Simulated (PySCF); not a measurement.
Consider AsN (charge +1, doublet).

```yaml
atoms:
  - { symbol: As, position_ang: [0.0000, 0.0000, -0.2688] }
  - { symbol: N, position_ang: [0.0000, 0.0000, 1.4382] }
```

The calculation used PBE0/aug-pcseg-1, non-relativistic, at a bond length of 1.707 Å (PySCF).

Q: Predict the electron density, electron localisation function and spin density between the atoms.

A: As–N (1.71 Å): ρ at the midpoint is about 1.3 e/Å³; the ELF peaks at about 0.90 between the atoms, as expected for a short, strongly polar bond.
The unpaired spin (1 electron) lies mostly on N2 (about 0.8) and As1 (about 0.2), in electrons by Hirshfeld's partition.

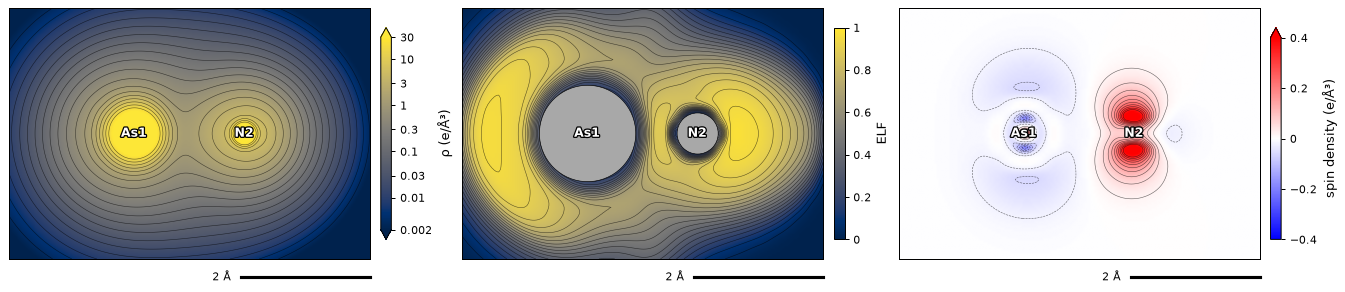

Computed electron density, electron localisation function and spin density on a plane that holds the molecular axis, in this order. Grey discs cover the atomic cores in the ELF map. 
